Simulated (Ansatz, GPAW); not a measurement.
# Cutoff, mesh and smearing for a 6-layer slab of Ir(111), part 2 of 3

Aim: the settings at which the work function of a 6-layer slab of Ir(111) stops moving.

GPAW 26.7.0 and Ansatz 0.2.0; Ansatz plane waves; slab in vacuum with a dipole correction, relaxation (the session's first sound run).

So far, upper work function (eV): step 2 (relaxation) 5.49.

## (3) The slab's potential

The work function is the vacuum plateau of the electrostatic potential less the Fermi level; a dipole layer lets the two faces have plateaus of their own.

This step: GPAW, PAW setups; slab in vacuum (GPAW 26.7.0).

The input, run.py:

```python
import json
import numpy as np
from ase import Atoms
from gpaw import GPAW, PW

slab = Atoms(
    ['Ir', 'Ir', 'Ir', 'Ir', 'Ir', 'Ir'],
    positions=[
        [1.35765, 0.78384, 7.00000],
        [2.71529, 1.56767, 9.21703],
        [0.00000, 0.00000, 11.43405],
        [1.35765, 0.78384, 13.69174],
        [2.71529, 1.56767, 15.92429],
        [0.00000, -0.00000, 18.12314]],
    cell=[[2.71529, 0.0, 0.0], [1.35765, 2.35151, 0.0], [0.0, 0.0, 25.08513]],
    pbc=[True, True, False])

slab.calc = GPAW(mode=PW(400), xc='PBE', kpts={'size': (13, 13, 1), 'gamma': True},
                 occupations={'name': 'fermi-dirac', 'width': 0.1}, nbands='140%',
                 convergence={'density': 1e-05}, maxiter=200,
                 poissonsolver={'dipolelayer': 'xy'},
                 symmetry={'tolerance': 1e-3}, txt='slab.txt')
result = {}
energy = slab.get_potential_energy()
fermi = slab.calc.get_fermi_level()
v = slab.calc.get_electrostatic_potential().mean((0, 1)) - fermi
n = slab.calc.get_pseudo_density().mean((0, 1))
L = slab.cell[2, 2]
z = np.arange(len(v)) * L / len(v)
low, high = slab.positions[:, 2].min(), slab.positions[:, 2].max()
below, above = np.interp([low - 4.8, high + 4.8], z, v)
slopes = [np.interp(x, z, np.gradient(v, z)) for x in (low - 4.8, high + 4.8)]
eps = np.array([[slab.calc.get_eigenvalues(k, s) for k in range(len(slab.calc.get_ibz_k_points()))]
                for s in range(slab.calc.get_number_of_spins())]) - fermi
top, bottom = eps[eps < 0].max(), eps[eps > 0].min()
dipole = slab.get_dipole_moment()[2]
print(f'energy {energy:.4f} eV, Fermi level {fermi:.4f} eV, dipole {dipole:.5f} e A')
print(f'potential 4.8 A off the faces, from the Fermi level: lower {below:.4f} eV, upper {above:.4f} eV')
print(f'slope of the potential there: lower {slopes[0]:.5f}, upper {slopes[1]:.5f} eV/A')
print(f'nearest levels on the mesh: {top:.4f} and {bottom:.4f} eV')
print('magnetic moment', round(slab.get_magnetic_moment(), 3))
result.update(energy=energy, fermi=fermi, dipole=dipole, below=below, above=above, slopes=slopes, edges=[top, bottom],
              z=z.tolist(), v=v.tolist(), n=n.tolist(), positions=slab.positions.tolist(),
              forces=slab.get_forces(apply_constraint=False).tolist(), moments=slab.get_magnetic_moments().tolist())
json.dump(result, open('result.json', 'w'))
```

Launch:

```
$ OMP_NUM_THREADS=1 OPENBLAS_NUM_THREADS=1 python run.py
```

The program printed:

```text
energy -54.2704 eV, Fermi level 5.3024 eV, dipole 0.00031 e A
potential 4.8 A off the faces, from the Fermi level: lower 5.4834 eV, upper 5.4818 eV
slope of the potential there: lower -0.00055, upper 0.00059 eV/A
nearest levels on the mesh: -0.0381 and 0.0264 eV
magnetic moment 0.0
```

The job ended after 2.6 min (1 thread of AMD EPYC 9R14 (Zen 4), shared host; peak memory 0.25 GiB).

This step gave:

| Property | Result |
| --- | --- |
| dipole along the normal | 3.13e-4 e·Å |
| levels nearest the Fermi level on the mesh | -0.03805, 0.02641 eV from the Fermi level |
| upper work function | 5.482 eV |
| lower work function | 5.483 eV |

The electrostatic potential energy of an electron (without an applied field's), less the Fermi level, planar mean oscillates, so the rows of the table below give means over windows of 2.25 Å about each position, cut where the curve ends. Its maxima inside the range that stand out by 2 % of the span (Å: eV): 8.0: -1.84, 10.3: -2.04, 12.5: -1.62, 14.8: -1.89, 17.0: -1.96. Its minima: 7.0: -30.9, 9.2: -31.4, 11.4: -31.2, 13.7: -31.4, 15.9: -31.3, 18.1: -30.8.

Table of electrostatic potential energy of an electron (without an applied field's), less the Fermi level, planar mean by z; means over each step:

```tsv
z (Å)	electrostatic potential energy of an electron (without an applied field's), less the Fermi level, planar mean (eV)
1.12	5.48
3.38	5.47
5.62	-0.787
7.88	-14.8
10.12	-15.1
12.38	-14.5
14.62	-14.9
16.88	-15.2
19.12	-6.52
21.38	5.44
23.62	5.48
```

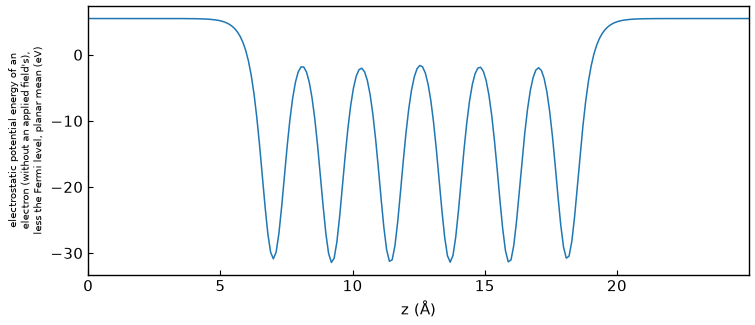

Electrostatic potential energy of an electron (without an applied field's), less the Fermi level, planar mean against z.

The pseudo valence density, planar mean oscillates, so the rows of the table below give means over windows of 2.3 Å about each position, cut where the curve ends. Its maxima inside the range that stand out by 2 % of the span (Å: e/Å³): 6.9: 2.18, 9.2: 2.29, 11.5: 2.25, 13.6: 2.18, 15.9: 2.28, 18.2: 2.24. Its minima: 8.2: 0.383, 10.2: 0.387, 12.5: 0.359, 14.8: 0.373, 16.9: 0.399.

The pseudo valence density, planar mean by z; means over each step:

```tsv
z (Å)	pseudo valence density, planar mean (e/Å³)
1.15	0
3.45	7.8e-4
5.75	0.417
8.05	1.10
10.35	1.10
12.65	1.06
14.95	1.08
17.25	1.10
19.55	0.272
21.85	4.8e-4
24.15	0
```

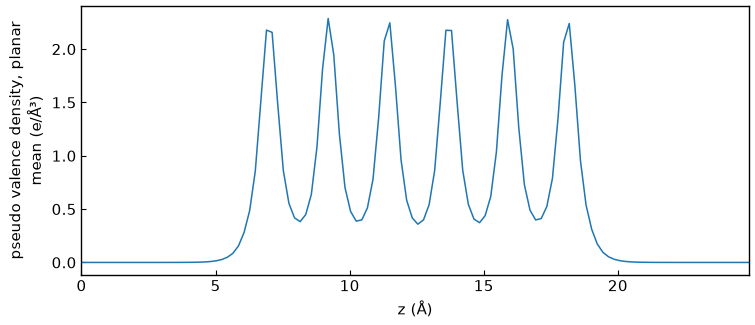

Pseudo valence density, planar mean, plotted against z.

Force by atom:

```tsv
atom	x (eV/Å)	y (eV/Å)	z (eV/Å)	size
Ir1	0.000	0.000	0.183	0.183
Ir2	0.000	0.000	-0.277	0.277
Ir3	0.000	0.000	0.106	0.106
Ir4	0.000	0.000	0.012	0.012
Ir5	0.000	0.000	-0.002	0.002
Ir6	0.000	0.000	-0.024	0.024
```

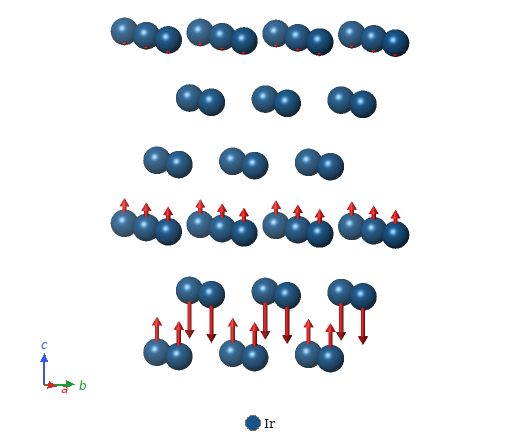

Force as arrows, the longest 0.277 eV/Å. 2×3×1 cells are drawn. Some periodic images of atoms are drawn too.

The potential is flat to 5.9e-4 eV/Å where it is read, so the vacuum is wide enough. The geometry is the other program's minimum; here the largest force on a free atom is 0.024 eV/Å.

## (4) Cutoff 200

The cutoff limits how sharply the smooth valence waves can vary, which tells mostly near the atoms.

Edit run.py of step 3 so:

```diff
@@ -17,3 +17,3 @@
 
-slab.calc = GPAW(mode=PW(400), xc='PBE', kpts={'size': (13, 13, 1), 'gamma': True},
+slab.calc = GPAW(mode=PW(200), xc='PBE', kpts={'size': (13, 13, 1), 'gamma': True},
                  occupations={'name': 'fermi-dirac', 'width': 0.1}, nbands='140%',
```

The program printed:

```text
energy -50.5854 eV, Fermi level 5.3610 eV, dipole 0.00031 e A
potential 4.8 A off the faces, from the Fermi level: lower 5.5087 eV, upper 5.5073 eV
slope of the potential there: lower -0.00033, upper 0.00087 eV/A
nearest levels on the mesh: -0.0358 and 0.0306 eV
magnetic moment 0.0
```

Elapsed: 42 s, on 1 thread; peak memory 0.17 GiB.

The run finished. A setting was moved off its sound value on purpose, so it serves as a test and not as the result.

The fault put into the input: a cutoff under that of the base run: the energy of the cell lies 3.7 eV from the base value (ecut = 200).

Side by side:

```tsv
quantity	this run	sound run	difference
upper work function (eV)	5.5073	5.4818	0.0255
lower work function (eV)	5.5087	5.4834	0.0253
```

## (5) Cutoff 300

The cutoff limits how sharply the smooth valence waves can vary, which tells mostly near the atoms.

Edit run.py of step 4 so:

```diff
@@ -17,3 +17,3 @@
 
-slab.calc = GPAW(mode=PW(200), xc='PBE', kpts={'size': (13, 13, 1), 'gamma': True},
+slab.calc = GPAW(mode=PW(300), xc='PBE', kpts={'size': (13, 13, 1), 'gamma': True},
                  occupations={'name': 'fermi-dirac', 'width': 0.1}, nbands='140%',
```

The program printed:

```text
energy -53.2360 eV, Fermi level 5.3126 eV, dipole 0.00030 e A
potential 4.8 A off the faces, from the Fermi level: lower 5.4898 eV, upper 5.4880 eV
slope of the potential there: lower -0.00093, upper 0.00096 eV/A
nearest levels on the mesh: -0.0363 and 0.0168 eV
magnetic moment 0.0
```

It took 88 s on 1 thread; peak memory 0.2 GiB.

The run finished. A setting was moved off its sound value on purpose, so it serves as a test and not as the result.

The fault put into the input: a cutoff under that of the base run: the energy of the cell lies 1.0 eV from the base value (ecut = 300).

The two runs compared:

```tsv
quantity	this run	sound run	difference
upper work function (eV)	5.4880	5.4818	0.00622
lower work function (eV)	5.4898	5.4834	0.00640
```

## (6) Cutoff 700: ecut = 700

The cutoff limits how sharply the smooth valence waves can vary, which tells mostly near the atoms.

Edit run.py of step 5 so:

```diff
@@ -17,3 +17,3 @@
 
-slab.calc = GPAW(mode=PW(300), xc='PBE', kpts={'size': (13, 13, 1), 'gamma': True},
+slab.calc = GPAW(mode=PW(700), xc='PBE', kpts={'size': (13, 13, 1), 'gamma': True},
                  occupations={'name': 'fermi-dirac', 'width': 0.1}, nbands='140%',
```

The program printed:

```text
energy -54.5371 eV, Fermi level 5.3015 eV, dipole 0.00030 e A
potential 4.8 A off the faces, from the Fermi level: lower 5.4843 eV, upper 5.4825 eV
slope of the potential there: lower -0.00053, upper 0.00053 eV/A
nearest levels on the mesh: -0.0380 and 0.0232 eV
magnetic moment 0.0
```

The job ended after 4.6 min (1 thread; peak memory 0.41 GiB).

Numbers from this step:

| Quantity | Value |
| --- | --- |
| dipole along the normal | 2.97e-4 e·Å |
| levels nearest the Fermi level on the mesh | -0.03795, 0.02323 eV from the Fermi level |
| lower work function | 5.484 eV |

The electrostatic potential energy of an electron (without an applied field's), less the Fermi level, planar mean oscillates, so the rows of the table below give means over windows of 2.23 Å about each position, cut where the curve ends. Its maxima inside the range that stand out by 2 % of the span (Å: eV): 8.1: -1.77, 10.3: -2.03, 12.5: -1.61, 14.8: -1.85, 17.0: -1.98. Its minima: 7.0: -30.8, 9.3: -31.4, 11.4: -31.4, 13.7: -31.3, 15.9: -31.4, 18.2: -30.5.

The electrostatic potential energy of an electron (without an applied field's), less the Fermi level, planar mean by z; means over each step:

```tsv
z (Å)	electrostatic potential energy of an electron (without an applied field's), less the Fermi level, planar mean (eV)
1.11	5.48
3.34	5.47
5.57	-0.0304
7.80	-14.6
10.03	-15.0
12.26	-14.5
14.49	-14.8
16.72	-15.0
18.95	-8.92
21.18	5.42
23.41	5.48
```

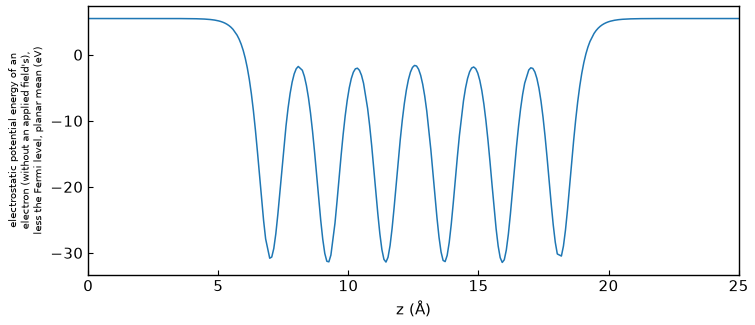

Electrostatic potential energy of an electron (without an applied field's), less the Fermi level, planar mean, plotted against z.

The pseudo valence density, planar mean oscillates, so the rows of the table below give means over windows of 2.19 Å about each position, cut where the curve ends. Its maxima inside the range that stand out by 2 % of the span (Å: e/Å³): 7.1: 2.24, 9.3: 2.28, 11.4: 2.29, 13.6: 2.26, 16.0: 2.24, 18.2: 2.24. Its minima: 8.2: 0.382, 10.3: 0.380, 12.5: 0.359, 14.7: 0.377, 17.1: 0.398.

The pseudo valence density, planar mean by z; means over each step:

```tsv
z (Å)	pseudo valence density, planar mean (e/Å³)
1.09	0
3.29	4.4e-4
5.48	0.187
7.67	1.06
9.86	1.06
12.05	1.05
14.24	1.06
16.43	1.07
18.62	0.951
20.81	0.00774
23.00	1.9e-5
```

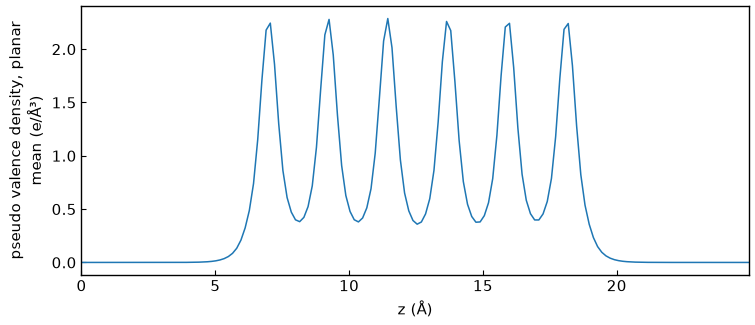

Pseudo valence density, planar mean, plotted against z.

Force by atom:

```tsv
atom	x (eV/Å)	y (eV/Å)	z (eV/Å)	size
Ir1	0.000	0.000	0.188	0.188
Ir2	0.000	0.000	-0.277	0.277
Ir3	0.000	0.000	0.105	0.105
Ir4	0.000	0.000	0.013	0.013
Ir5	0.000	0.000	-0.001	0.001
Ir6	0.000	0.000	-0.029	0.029
```

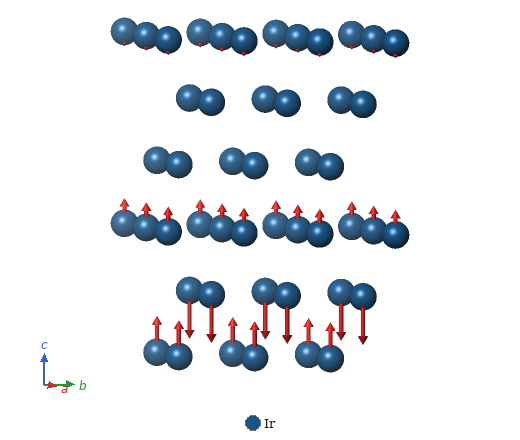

Force as arrows, the longest 0.277 eV/Å. 2×3×1 cells are drawn. Some periodic images of atoms are drawn too.

The upper face's work function is 5.482 eV, against 5.482 eV in the first plane-wave PBE run at this geometry.

## (7) K mesh 4×4

The mesh in the plane samples the bands: a metal's Fermi level needs it dense, and band edges must lie on it.

Edit run.py of step 6 so:

```diff
@@ -17,3 +17,3 @@
 
-slab.calc = GPAW(mode=PW(700), xc='PBE', kpts={'size': (13, 13, 1), 'gamma': True},
+slab.calc = GPAW(mode=PW(400), xc='PBE', kpts={'size': (4, 4, 1), 'gamma': True},
                  occupations={'name': 'fermi-dirac', 'width': 0.1}, nbands='140%',
```

The program printed:

```text
energy -55.7845 eV, Fermi level 5.2270 eV, dipole 0.00035 e A
potential 4.8 A off the faces, from the Fermi level: lower 5.5363 eV, upper 5.5338 eV
slope of the potential there: lower -0.00071, upper 0.00077 eV/A
nearest levels on the mesh: -0.0229 and 0.0201 eV
magnetic moment 0.0
```

Wall time 25 s (1 thread); peak memory 0.19 GiB.

The run finished with changed settings (kpts = [4, 4]); it serves as a test.

The two runs compared:

```tsv
quantity	this run	sound run	difference
upper work function (eV)	5.5338	5.4818	0.0521
lower work function (eV)	5.5363	5.4834	0.0529
```

The two runs differ clearly in the lower work function: 5.54 eV against 5.48 eV.

## (8) K mesh 8×8

The mesh in the plane samples the bands: a metal's Fermi level needs it dense, and band edges must lie on it.

Edit run.py of step 7 so:

```diff
@@ -17,3 +17,3 @@
 
-slab.calc = GPAW(mode=PW(400), xc='PBE', kpts={'size': (4, 4, 1), 'gamma': True},
+slab.calc = GPAW(mode=PW(400), xc='PBE', kpts={'size': (8, 8, 1), 'gamma': True},
                  occupations={'name': 'fermi-dirac', 'width': 0.1}, nbands='140%',
```

The program printed:

```text
energy -54.1462 eV, Fermi level 5.3209 eV, dipole 0.00036 e A
potential 4.8 A off the faces, from the Fermi level: lower 5.4843 eV, upper 5.4814 eV
slope of the potential there: lower -0.00058, upper 0.00064 eV/A
nearest levels on the mesh: -0.0132 and 0.0022 eV
magnetic moment 0.0
```

The job ended after 49 s (1 thread; peak memory 0.21 GiB).

The run finished with changed settings (kpts = [8, 8]); it serves as a test.

The two runs compared:

```tsv
quantity	this run	sound run	difference
upper work function (eV)	5.4814	5.4818	-3.1e-4
lower work function (eV)	5.4843	5.4834	9.1e-4
```

## (9) K mesh 20×20: kpts = [20, 20]

The mesh in the plane samples the bands: a metal's Fermi level needs it dense, and band edges must lie on it.

Edit run.py of step 8 so:

```diff
@@ -17,3 +17,3 @@
 
-slab.calc = GPAW(mode=PW(400), xc='PBE', kpts={'size': (8, 8, 1), 'gamma': True},
+slab.calc = GPAW(mode=PW(400), xc='PBE', kpts={'size': (20, 20, 1), 'gamma': True},
                  occupations={'name': 'fermi-dirac', 'width': 0.1}, nbands='140%',
```

The program printed:

```text
energy -54.2811 eV, Fermi level 5.2830 eV, dipole 0.00031 e A
potential 4.8 A off the faces, from the Fermi level: lower 5.4989 eV, upper 5.4975 eV
slope of the potential there: lower -0.00058, upper 0.00059 eV/A
nearest levels on the mesh: -0.0012 and 0.0077 eV
magnetic moment 0.0
```

Wall time 3.8 min (1 thread); peak memory 0.33 GiB.

Numbers from this step:

| Item | Value |
| --- | --- |
| dipole along the normal | 3.06e-4 e·Å |
| levels nearest the Fermi level on the mesh | -0.001194, 0.007735 eV from the Fermi level |
| upper work function | 5.498 eV |
| lower work function | 5.499 eV |

The electrostatic potential energy of an electron (without an applied field's), less the Fermi level, planar mean oscillates, so the rows of the table below give means over windows of 2.25 Å about each position, cut where the curve ends. Its maxima inside the range that stand out by 2 % of the span (Å: eV): 8.0: -1.82, 10.3: -2.01, 12.5: -1.59, 14.8: -1.87, 17.0: -1.94. Its minima: 7.0: -30.9, 9.2: -31.4, 11.4: -31.2, 13.7: -31.3, 15.9: -31.3, 18.1: -30.8.

Table of electrostatic potential energy of an electron (without an applied field's), less the Fermi level, planar mean by z; means over each step:

```tsv
z (Å)	electrostatic potential energy of an electron (without an applied field's), less the Fermi level, planar mean (eV)
1.12	5.50
3.38	5.48
5.62	-0.776
7.88	-14.8
10.12	-15.1
12.38	-14.5
14.62	-14.9
16.88	-15.2
19.12	-6.51
21.38	5.46
23.62	5.50
```

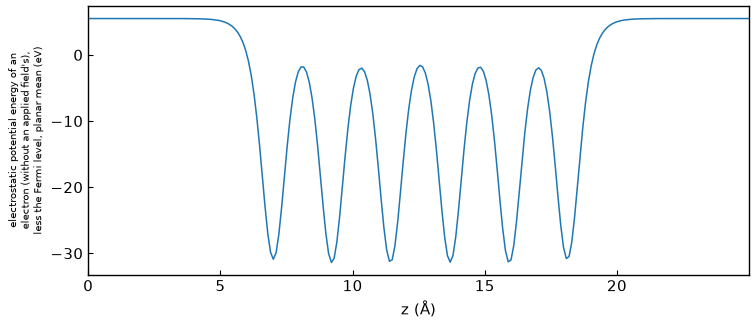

Electrostatic potential energy of an electron (without an applied field's), less the Fermi level, planar mean against z.

The upper face's work function is 5.498 eV, against 5.482 eV in the first plane-wave PBE run at this geometry.

## (10) Scheme Fermi-Dirac, smearing 0.01

Smearing changes the occupations near the Fermi level, and with them the level itself. Smearing helps the SCF of a metal converge, but it blurs occupations at band edges near the Fermi level.

Edit run.py of step 9 so:

```diff
@@ -17,4 +17,4 @@
 
-slab.calc = GPAW(mode=PW(400), xc='PBE', kpts={'size': (20, 20, 1), 'gamma': True},
-                 occupations={'name': 'fermi-dirac', 'width': 0.1}, nbands='140%',
+slab.calc = GPAW(mode=PW(400), xc='PBE', kpts={'size': (13, 13, 1), 'gamma': True},
+                 occupations={'name': 'fermi-dirac', 'width': 0.01}, nbands='140%',
                  convergence={'density': 1e-05}, maxiter=200,
```

The program printed:

```text
energy -54.2750 eV, Fermi level 5.3119 eV, dipole 0.00032 e A
potential 4.8 A off the faces, from the Fermi level: lower 5.4709 eV, upper 5.4692 eV
slope of the potential there: lower -0.00055, upper 0.00062 eV/A
nearest levels on the mesh: -0.0390 and 0.0173 eV
magnetic moment 0.0
```

The job ended after 80 s (1 thread; peak memory 0.25 GiB).

Numbers from this step:

- dipole along the normal: 3.16e-4 e·Å
- levels nearest the Fermi level on the mesh: -0.03899, 0.01735 eV from the Fermi level
- upper work function: 5.469 eV
- lower work function: 5.471 eV

The electrostatic potential energy of an electron (without an applied field's), less the Fermi level, planar mean oscillates, so the rows of the table below give means over windows of 2.25 Å about each position, cut where the curve ends. Its maxima inside the range that stand out by 2 % of the span (Å: eV): 8.0: -1.85, 10.3: -2.05, 12.5: -1.62, 14.8: -1.90, 17.0: -1.97. Its minima: 7.0: -30.8, 9.2: -31.4, 11.4: -31.3, 13.7: -31.4, 15.9: -31.3, 18.1: -30.7.

Electrostatic potential energy of an electron (without an applied field's), less the Fermi level, planar mean against z; means over each step:

```tsv
z (Å)	electrostatic potential energy of an electron (without an applied field's), less the Fermi level, planar mean (eV)
1.12	5.47
3.38	5.46
5.62	-0.796
7.88	-14.8
10.12	-15.1
12.38	-14.5
14.62	-14.9
16.88	-15.2
19.12	-6.52
21.38	5.43
23.62	5.47
```

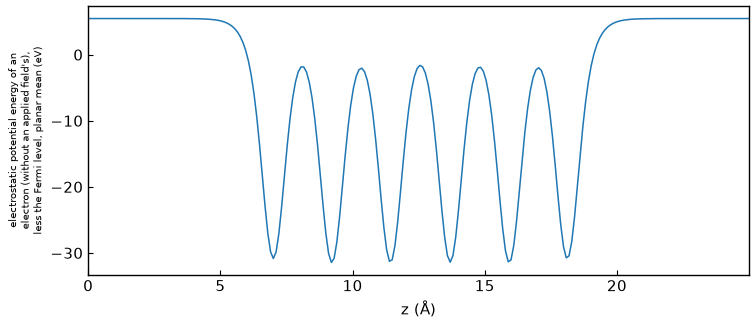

Electrostatic potential energy of an electron (without an applied field's), less the Fermi level, planar mean, plotted against z.

The upper face's work function is 5.469 eV, against 5.482 eV in the first plane-wave PBE run at this geometry.

[end of part 2 of 3]

[Logs are printed without paths, hosts, clocks, repeated set-up lines and the standing remarks that a program may print on its own settings, such as how far it seeks lower states.]

[Hosts, paths, dates, database ids (printed as entryN), source tags and the programs' standing remarks are cut or masked in the printed files.]
